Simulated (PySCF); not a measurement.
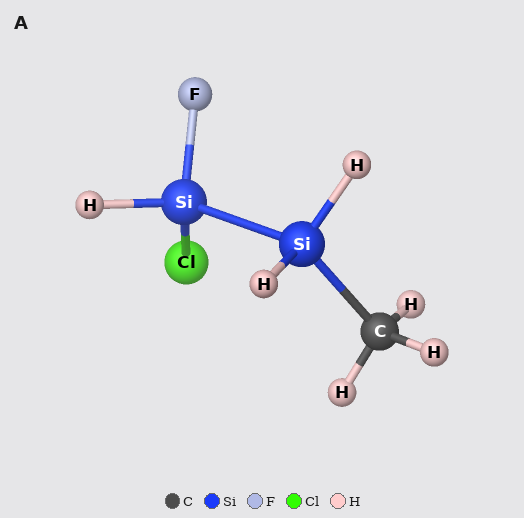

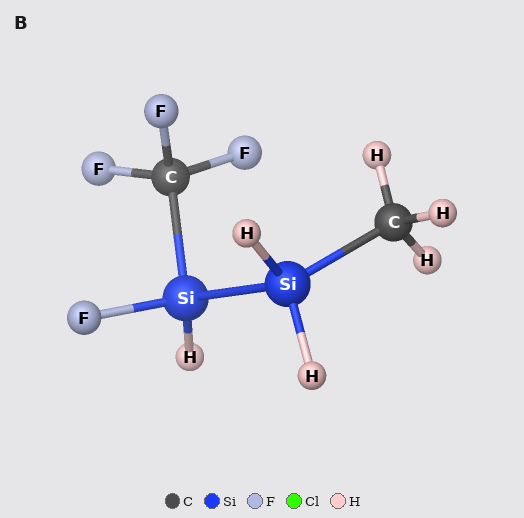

Two related species, optimised with GFN2-xTB; properties computed with PySCF 2.14.0. Both: charge 0, singlet.

Identify both.

Answer. A is CH6ClFSi2 (C[SiH2][Si@@H](F)Cl), B is C2H6F4Si2 (C[SiH2][Si@@H](F)C(F)(F)F).

Compare them. With CAM-B3LYP/def2-SVPD: dipole moment (D), HOMO–LUMO gap (eV), HOMO energy (Kohn–Sham orbital) (eV), lowest vertical singlet excitation (eV), mean static polarisability (bohr³).

```
                               quantity      A       B
                      dipole moment (D)   2.38    3.60
                     HOMO–LUMO gap (eV)   9.83    9.99
   HOMO energy (Kohn–Sham orbital) (eV)  −9.77  −10.24
lowest vertical singlet excitation (eV)   6.37    6.54
     mean static polarisability (bohr³)   78.9    80.6
```

Each is one conformer, and no frequency run is at hand to confirm it as a minimum.

The geometry is semi-empirical. Around Si such bond lengths and angles can be off by a tenth of an ångström or more and by several degrees, and values that hang on the shape move with them.
